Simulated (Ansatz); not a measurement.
# CHSi (doublet): B2PLYP, PBE-QIDH over a scan of the distance C2–H3, cc-pVDZ, part 2 of 2

Ansatz 0.2.0, Gaussian basis; cc-pVDZ, all electrons in the functionals, frozen cores in the correlation of double hybrids and RPA. Earlier steps stand in the parts before.

## (14) PBE-QIDH, 0.983 Å

File in.yaml:

```yaml
crystal:
  periodic: [false, false, false]
  atoms:
    - {symbol: Si, position_ang: [0.000000, 0.000000, 1.449301]}
    - {symbol: C, position_ang: [0.000000, 0.000000, -0.233150]}
    - {symbol: H, position_ang: [0.000000, 0.000000, -1.216150]}
basis:
  gaussian: {orbitals: cc-pVDZ}
magnetization: {spin_polarized: true, initial_magnetization: 1}
hamiltonian: {xc: {name: PBE-QIDH}}
correlation: {electrons: outside_noble_gas}
```

Run with:

```console
ansatz run in.yaml --threads 1 --pin off --events-out ev --progress --plain --max-ram 2393MiB
```

Log (excerpt; [...] marks lines left out):

```text
Functional definition: PBE-QIDH
  name "PBE-QIDH"
  cite "Brémond, Sancho-García, Pérez-Jiménez & Adamo, J. Chem. Phys. 141, 031101 (2014) doi:10.1063/1.4890314"
  cite "Perdew, Burke & Ernzerhof, Phys. Rev. Lett. 77, 3865 (1996) doi:10.1103/PhysRevLett.77.3865"
[...]
362 factors; integrals over basis functions are off by at most 9.4e-4 eV
[...]
mean field -8916.74076423 eV, -327.6841791016 hartree, gradient 4.5e-6 eV, S^2 0.811684; 4 other end points of the search recorded, 0 dependent functions left out
6 core orbitals not correlated: weight in the atoms' cores, before any rotation towards them, 1.000 or more for the frozen orbitals, at most 0.000 for the correlated occupied ones
reference -8916.74077201 eV, -327.6841793874 hartree; 5, 4 occupied and 26, 27 virtual orbitals, 362 factors
second order -5.74232443 eV of doubles, -0.00000000 eV of singles
Total energy: -8918.65488015 eV, -327.7545215643 hartree
```

Run time: 2.3 s. Hardware: 1 thread of Arm Neoverse V1, shared host.

From the report: ⟨S²⟩ of the determinant 0.812 (pure doublet: 0.75).

## (15) PBE-QIDH, 1.079 Å

File in.yaml:

```yaml
crystal:
  periodic: [false, false, false]
  atoms:
    - {symbol: Si, position_ang: [0.000000, 0.000000, 1.481442]}
    - {symbol: C, position_ang: [0.000000, 0.000000, -0.201009]}
    - {symbol: H, position_ang: [0.000000, 0.000000, -1.280432]}
basis:
  gaussian: {orbitals: cc-pVDZ}
magnetization: {spin_polarized: true, initial_magnetization: 1}
hamiltonian: {xc: {name: PBE-QIDH}}
correlation: {electrons: outside_noble_gas}
```

Launched as before.

Log (excerpt; [...] marks lines left out):

```text
Functional definition: PBE-QIDH
  name "PBE-QIDH"
  cite "Brémond, Sancho-García, Pérez-Jiménez & Adamo, J. Chem. Phys. 141, 031101 (2014) doi:10.1063/1.4890314"
  cite "Perdew, Burke & Ernzerhof, Phys. Rev. Lett. 77, 3865 (1996) doi:10.1103/PhysRevLett.77.3865"
[...]
362 factors; integrals over basis functions are off by at most 9.4e-4 eV
[...]
mean field -8916.96544445 eV, -327.6924359471 hartree, gradient 4.4e-6 eV, S^2 0.813269; 4 other end points of the search recorded, 0 dependent functions left out
6 core orbitals not correlated: weight in the atoms' cores, before any rotation towards them, 1.000 or more for the frozen orbitals, at most 0.000 for the correlated occupied ones
reference -8916.96545234 eV, -327.6924362373 hartree; 5, 4 occupied and 26, 27 virtual orbitals, 362 factors
second order -5.80416305 eV of doubles, -0.00000000 eV of singles
Total energy: -8918.90017336 eV, -327.7635359232 hartree
```

Wall time 2.4 s (1 thread of Arm Neoverse V1, shared host).

From the report: ⟨S²⟩ of the determinant 0.813 (pure doublet: 0.75).

## (16) PBE-QIDH, 1.209 Å

File in.yaml:

```yaml
crystal:
  periodic: [false, false, false]
  atoms:
    - {symbol: Si, position_ang: [0.000000, 0.000000, 1.524634]}
    - {symbol: C, position_ang: [0.000000, 0.000000, -0.157817]}
    - {symbol: H, position_ang: [0.000000, 0.000000, -1.366817]}
basis:
  gaussian: {orbitals: cc-pVDZ}
magnetization: {spin_polarized: true, initial_magnetization: 1}
hamiltonian: {xc: {name: PBE-QIDH}}
correlation: {electrons: outside_noble_gas}
```

Same command.

Log (excerpt; [...] marks lines left out):

```text
Functional definition: PBE-QIDH
  name "PBE-QIDH"
  cite "Brémond, Sancho-García, Pérez-Jiménez & Adamo, J. Chem. Phys. 141, 031101 (2014) doi:10.1063/1.4890314"
  cite "Perdew, Burke & Ernzerhof, Phys. Rev. Lett. 77, 3865 (1996) doi:10.1103/PhysRevLett.77.3865"
[...]
362 factors; integrals over basis functions are off by at most 1.4e-3 eV
[...]
mean field -8916.70583314 eV, -327.6828954076 hartree, gradient 3.3e-6 eV, S^2 0.818097; 4 other end points of the search recorded, 0 dependent functions left out
6 core orbitals not correlated: weight in the atoms' cores, before any rotation towards them, 1.000 or more for the frozen orbitals, at most 0.000 for the correlated occupied ones
reference -8916.70584114 eV, -327.6828957016 hartree; 5, 4 occupied and 26, 27 virtual orbitals, 362 factors
second order -5.88895080 eV of doubles, -0.00000000 eV of singles
Total energy: -8918.66882474 eV, -327.7550340184 hartree
```

Wall time 2.3 s (1 thread of Arm Neoverse V1, shared host).

From the report: ⟨S²⟩ of the determinant 0.818 (pure doublet: 0.75).

From 1.079 Å: +0.231 eV.

## (17) PBE-QIDH, 1.302 Å

File in.yaml:

```yaml
crystal:
  periodic: [false, false, false]
  atoms:
    - {symbol: Si, position_ang: [0.000000, 0.000000, 1.555634]}
    - {symbol: C, position_ang: [0.000000, 0.000000, -0.126817]}
    - {symbol: H, position_ang: [0.000000, 0.000000, -1.428817]}
basis:
  gaussian: {orbitals: cc-pVDZ}
magnetization: {spin_polarized: true, initial_magnetization: 1}
hamiltonian: {xc: {name: PBE-QIDH}}
correlation: {electrons: outside_noble_gas}
```

Launched as before.

Log (excerpt; [...] marks lines left out):

```text
Functional definition: PBE-QIDH
  name "PBE-QIDH"
  cite "Brémond, Sancho-García, Pérez-Jiménez & Adamo, J. Chem. Phys. 141, 031101 (2014) doi:10.1063/1.4890314"
  cite "Perdew, Burke & Ernzerhof, Phys. Rev. Lett. 77, 3865 (1996) doi:10.1103/PhysRevLett.77.3865"
[...]
364 factors; integrals over basis functions are off by at most 9.4e-4 eV
[...]
mean field -8916.30719662 eV, -327.6682457858 hartree, gradient 3.4e-6 eV, S^2 0.823757; 4 other end points of the search recorded, 0 dependent functions left out
6 core orbitals not correlated: weight in the atoms' cores, before any rotation towards them, 1.000 or more for the frozen orbitals, at most 0.000 for the correlated occupied ones
reference -8916.30720460 eV, -327.6682460789 hartree; 5, 4 occupied and 26, 27 virtual orbitals, 364 factors
second order -5.95108966 eV of doubles, -0.00000000 eV of singles
Total energy: -8918.29090115 eV, -327.7411455826 hartree
```

Wall time 2.3 s (1 thread of Arm Neoverse V1, shared host).

From the report: ⟨S²⟩ of the determinant 0.824 (pure doublet: 0.75).

From 1.079 Å: +0.609 eV.

## (18) PBE-QIDH, 1.501 Å

File in.yaml:

```yaml
crystal:
  periodic: [false, false, false]
  atoms:
    - {symbol: Si, position_ang: [0.000000, 0.000000, 1.621967]}
    - {symbol: C, position_ang: [0.000000, 0.000000, -0.060484]}
    - {symbol: H, position_ang: [0.000000, 0.000000, -1.561484]}
basis:
  gaussian: {orbitals: cc-pVDZ}
magnetization: {spin_polarized: true, initial_magnetization: 1}
hamiltonian: {xc: {name: PBE-QIDH}}
correlation: {electrons: outside_noble_gas}
```

Same command.

Log (excerpt; [...] marks lines left out):

```text
Functional definition: PBE-QIDH
  name "PBE-QIDH"
  cite "Brémond, Sancho-García, Pérez-Jiménez & Adamo, J. Chem. Phys. 141, 031101 (2014) doi:10.1063/1.4890314"
  cite "Perdew, Burke & Ernzerhof, Phys. Rev. Lett. 77, 3865 (1996) doi:10.1103/PhysRevLett.77.3865"
[...]
362 factors; integrals over basis functions are off by at most 1.3e-3 eV
[...]
mean field -8915.22482265 eV, -327.6284692761 hartree, gradient 1.2e-6 eV, S^2 0.849480; 2 other end points of the search recorded, 0 dependent functions left out
6 core orbitals not correlated: weight in the atoms' cores, before any rotation towards them, 1.000 or more for the frozen orbitals, at most 0.000 for the correlated occupied ones
reference -8915.22483048 eV, -327.6284695638 hartree; 5, 4 occupied and 26, 27 virtual orbitals, 362 factors
second order -6.07514526 eV of doubles, -0.00000000 eV of singles
Total energy: -8917.24987890 eV, -327.7028887206 hartree
```

Run time: 1.9 s. Hardware: 1 thread of Arm Neoverse V1, shared host.

From the report: ⟨S²⟩ of the determinant 0.849 (pure doublet: 0.75).

From 1.079 Å: +1.650 eV.

## (19) PBE-QIDH, 1.698 Å

File in.yaml:

```yaml
crystal:
  periodic: [false, false, false]
  atoms:
    - {symbol: Si, position_ang: [0.000000, 0.000000, -1.687634]}
    - {symbol: C, position_ang: [0.000000, 0.000000, -0.005183]}
    - {symbol: H, position_ang: [0.000000, 0.000000, 1.692817]}
basis:
  gaussian: {orbitals: cc-pVDZ}
magnetization: {spin_polarized: true, initial_magnetization: 1}
hamiltonian: {xc: {name: PBE-QIDH}}
correlation: {electrons: outside_noble_gas}
```

The command is unchanged.

Log (excerpt; [...] marks lines left out):

```text
Functional definition: PBE-QIDH
  name "PBE-QIDH"
  cite "Brémond, Sancho-García, Pérez-Jiménez & Adamo, J. Chem. Phys. 141, 031101 (2014) doi:10.1063/1.4890314"
  cite "Perdew, Burke & Ernzerhof, Phys. Rev. Lett. 77, 3865 (1996) doi:10.1103/PhysRevLett.77.3865"
[...]
364 factors; integrals over basis functions are off by at most 1.3e-3 eV
[...]
mean field -8914.14460891 eV, -327.5887721533 hartree, gradient 5.1e-6 eV, S^2 0.998445; 4 other end points of the search recorded, 0 dependent functions left out
6 core orbitals not correlated: weight in the atoms' cores, before any rotation towards them, 1.000 or more for the frozen orbitals, at most 0.000 for the correlated occupied ones
reference -8914.14461711 eV, -327.5887724546 hartree; 5, 4 occupied and 26, 27 virtual orbitals, 364 factors
second order -5.96208282 eV of doubles, -0.00000000 eV of singles
Total energy: -8916.13197805 eV, -327.6618066221 hartree
```

Wall time 2.4 s (1 thread of Arm Neoverse V1, shared host).

From the report: ⟨S²⟩ of the determinant 0.998 (pure doublet: 0.75).

From 1.079 Å: +2.768 eV.

## (20) PBE-QIDH, 1.976 Å

File in.yaml:

```yaml
crystal:
  periodic: [false, false, false]
  atoms:
    - {symbol: Si, position_ang: [0.000000, 0.000000, -1.780301]}
    - {symbol: C, position_ang: [0.000000, 0.000000, -0.097850]}
    - {symbol: H, position_ang: [0.000000, 0.000000, 1.878150]}
basis:
  gaussian: {orbitals: cc-pVDZ}
magnetization: {spin_polarized: true, initial_magnetization: 1}
hamiltonian: {xc: {name: PBE-QIDH}}
correlation: {electrons: outside_noble_gas}
```

Launched as before.

Log (excerpt; [...] marks lines left out):

```text
Functional definition: PBE-QIDH
  name "PBE-QIDH"
  cite "Brémond, Sancho-García, Pérez-Jiménez & Adamo, J. Chem. Phys. 141, 031101 (2014) doi:10.1063/1.4890314"
  cite "Perdew, Burke & Ernzerhof, Phys. Rev. Lett. 77, 3865 (1996) doi:10.1103/PhysRevLett.77.3865"
[...]
360 factors; integrals over basis functions are off by at most 2.4e-3 eV
[...]
mean field -8913.16271479 eV, -327.5526882100 hartree, gradient 2.4e-6 eV, S^2 1.511278; 6 other end points of the search recorded, 0 dependent functions left out
6 core orbitals not correlated: weight in the atoms' cores, before any rotation towards them, 1.000 or more for the frozen orbitals, at most 0.000 for the correlated occupied ones
reference -8913.16272422 eV, -327.5526885563 hartree; 5, 4 occupied and 26, 27 virtual orbitals, 360 factors
second order -5.22151623 eV of doubles, -0.00000000 eV of singles
Total energy: -8914.90322963 eV, -327.6166509504 hartree
```

Run time: 4.2 s. Hardware: 1 thread of Arm Neoverse V1, shared host.

From the report: ⟨S²⟩ of the determinant 1.511 (pure doublet: 0.75). The determinant is far from a pure spin state, so its energy mixes those of several spin states (harmless only where they are near-degenerate, as at dissociation).

From 1.079 Å: +3.997 eV.

## (21) PBE-QIDH, 2.399 Å

File in.yaml:

```yaml
crystal:
  periodic: [false, false, false]
  atoms:
    - {symbol: Si, position_ang: [0.000000, 0.000000, -1.921301]}
    - {symbol: C, position_ang: [0.000000, 0.000000, -0.238850]}
    - {symbol: H, position_ang: [0.000000, 0.000000, 2.160150]}
basis:
  gaussian: {orbitals: cc-pVDZ}
magnetization: {spin_polarized: true, initial_magnetization: 1}
hamiltonian: {xc: {name: PBE-QIDH}}
correlation: {electrons: outside_noble_gas}
```

The command is unchanged.

Log (excerpt; [...] marks lines left out):

```text
Functional definition: PBE-QIDH
  name "PBE-QIDH"
  cite "Brémond, Sancho-García, Pérez-Jiménez & Adamo, J. Chem. Phys. 141, 031101 (2014) doi:10.1063/1.4890314"
  cite "Perdew, Burke & Ernzerhof, Phys. Rev. Lett. 77, 3865 (1996) doi:10.1103/PhysRevLett.77.3865"
[...]
360 factors; integrals over basis functions are off by at most 9.5e-4 eV
[...]
mean field -8912.64681600 eV, -327.5337292790 hartree, gradient 1.5e-6 eV, S^2 1.853534; 14 other end points of the search recorded, 0 dependent functions left out
6 core orbitals not correlated: weight in the atoms' cores, before any rotation towards them, 1.000 or more for the frozen orbitals, at most 0.000 for the correlated occupied ones
reference -8912.64682616 eV, -327.5337296523 hartree; 5, 4 occupied and 26, 27 virtual orbitals, 360 factors
second order -4.84672217 eV of doubles, -0.00000000 eV of singles
Total energy: -8914.26240021 eV, -327.5931009038 hartree
```

It took 9.5 s on 1 thread of Arm Neoverse V1, shared host.

From the report: ⟨S²⟩ of the determinant 1.854 (pure doublet: 0.75). The determinant is far from a pure spin state, so its energy mixes those of several spin states (harmless only where they are near-degenerate, as at dissociation).

From 1.079 Å: +4.638 eV.

## (22) PBE-QIDH, 2.880 Å

File in.yaml:

```yaml
crystal:
  periodic: [false, false, false]
  atoms:
    - {symbol: Si, position_ang: [0.000000, 0.000000, -2.081634]}
    - {symbol: C, position_ang: [0.000000, 0.000000, -0.399183]}
    - {symbol: H, position_ang: [0.000000, 0.000000, 2.480817]}
basis:
  gaussian: {orbitals: cc-pVDZ}
magnetization: {spin_polarized: true, initial_magnetization: 1}
hamiltonian: {xc: {name: PBE-QIDH}}
correlation: {electrons: outside_noble_gas}
```

Same command.

Log (excerpt; [...] marks lines left out):

```text
Functional definition: PBE-QIDH
  name "PBE-QIDH"
  cite "Brémond, Sancho-García, Pérez-Jiménez & Adamo, J. Chem. Phys. 141, 031101 (2014) doi:10.1063/1.4890314"
  cite "Perdew, Burke & Ernzerhof, Phys. Rev. Lett. 77, 3865 (1996) doi:10.1103/PhysRevLett.77.3865"
[...]
360 factors; integrals over basis functions are off by at most 9.6e-4 eV
[...]
mean field -8912.50930438 eV, -327.5286758201 hartree, gradient 1.3e-6 eV, S^2 1.953445; 15 other end points of the search recorded, 0 dependent functions left out
6 core orbitals not correlated: weight in the atoms' cores, before any rotation towards them, 1.000 or more for the frozen orbitals, at most 0.000 for the correlated occupied ones
reference -8912.50931496 eV, -327.5286762092 hartree; 5, 4 occupied and 26, 27 virtual orbitals, 360 factors
second order -4.76254588 eV of doubles, -0.00000000 eV of singles
Total energy: -8914.09683026 eV, -327.5870163201 hartree
```

Run time: 14 s. Hardware: 1 thread of Arm Neoverse V1, shared host.

From the report: ⟨S²⟩ of the determinant 1.953 (pure doublet: 0.75). The determinant is far from a pure spin state, so its energy mixes those of several spin states (harmless only where they are near-degenerate, as at dissociation).

From 1.079 Å: +4.803 eV.

## (23) PBE-QIDH, 3.579 Å

File in.yaml:

```yaml
crystal:
  periodic: [false, false, false]
  atoms:
    - {symbol: Si, position_ang: [0.000000, 0.000000, -2.314634]}
    - {symbol: C, position_ang: [0.000000, 0.000000, -0.632183]}
    - {symbol: H, position_ang: [0.000000, 0.000000, 2.946817]}
basis:
  gaussian: {orbitals: cc-pVDZ}
magnetization: {spin_polarized: true, initial_magnetization: 1}
hamiltonian: {xc: {name: PBE-QIDH}}
correlation: {electrons: outside_noble_gas}
```

Same command.

Log (excerpt; [...] marks lines left out):

```text
Functional definition: PBE-QIDH
  name "PBE-QIDH"
  cite "Brémond, Sancho-García, Pérez-Jiménez & Adamo, J. Chem. Phys. 141, 031101 (2014) doi:10.1063/1.4890314"
  cite "Perdew, Burke & Ernzerhof, Phys. Rev. Lett. 77, 3865 (1996) doi:10.1103/PhysRevLett.77.3865"
[...]
361 factors; integrals over basis functions are off by at most 9.6e-4 eV
[...]
mean field -8912.47404500 eV, -327.5273800617 hartree, gradient 1.3e-6 eV, S^2 1.979457; 17 other end points of the search recorded, 0 dependent functions left out
6 core orbitals not correlated: weight in the atoms' cores, before any rotation towards them, 1.000 or more for the frozen orbitals, at most 0.000 for the correlated occupied ones
reference -8912.47405632 eV, -327.5273804779 hartree; 5, 4 occupied and 26, 27 virtual orbitals, 361 factors
second order -4.74004687 eV of doubles, -0.00000000 eV of singles
Total energy: -8914.05407194 eV, -327.5854449810 hartree
```

Run time: 15 s. Hardware: 1 thread of Arm Neoverse V1, shared host.

From the report: ⟨S²⟩ of the determinant 1.979 (pure doublet: 0.75). The determinant is far from a pure spin state, so its energy mixes those of several spin states (harmless only where they are near-degenerate, as at dissociation).

From 1.079 Å: +4.846 eV.

## (24) Against the wave-function levels

The yardstick is UCCSDT(Q), where the cluster series has nearly closed. It comes from earlier runs at the same points. Energies in eV, counted from 1.079 Å; blanks weren't run or aren't comparable.

```csv
level,0.851 Å,0.983 Å,1.079 Å,1.209 Å,1.302 Å,1.501 Å,1.698 Å,1.976 Å,2.399 Å,2.880 Å,3.579 Å
UCCSDT(Q),1.771,0.278,0.000,0.185,0.525,1.459,2.381,,,,
B2PLYP,1.697,0.252,0.000,0.210,0.566,1.544,2.561,3.806,4.556,4.764,4.826
PBE-QIDH,1.696,0.245,0.000,0.231,0.609,1.650,2.768,3.997,4.638,4.803,4.846
```

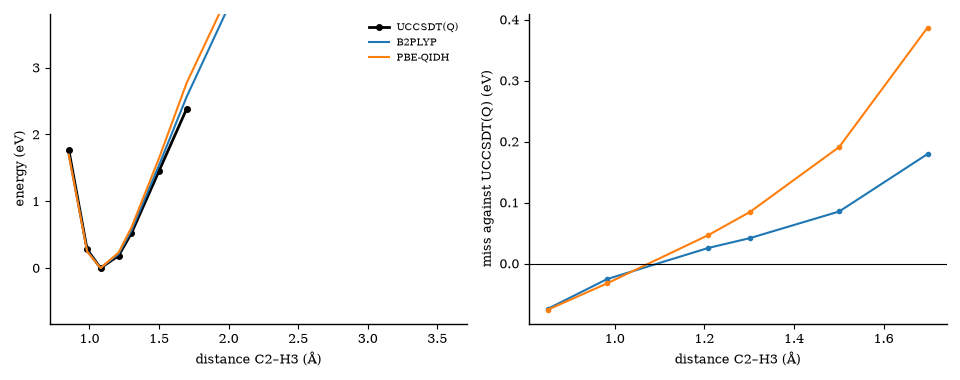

Left: the curves (the axis may cut off levels that run far away). Right: misses against UCCSDT(Q), in the same colours.

Largest miss and mean time a point (UCCSDT(Q) took 17 s a point; shared hosts):

```csv
level,largest miss (eV),where,time a point
B2PLYP,+0.180,1.698 Å,5.7 s
PBE-QIDH,+0.387,1.698 Å,5.2 s
```

## (25) What came out

What follows sums up all 2 parts.

| quantity | value |
| --- | --- |
| span of the UCCSDT(Q) curve (points where it is known) | 2.381 eV |
| largest miss, B2PLYP | +0.180 eV (1.698 Å) |
| largest miss, PBE-QIDH | +0.387 eV (1.698 Å) |

In words: Misses are known at 6 of 10 points at best, and only functionals with that many are ranked. Of the functionals, B2PLYP keep the smallest largest miss at the points compared (at most 0.180 eV) and PBE-QIDH strays most (0.387 eV, at 1.698 Å). B2PLYP, PBE-QIDH clearly break the spin symmetry at some points (⟨S²⟩ up to 1.23 above the pure value), so energy there is bought with a mixed spin. Functionals and the yardstick converge differently with the basis, so part of each miss in cc-pVDZ is the basis.
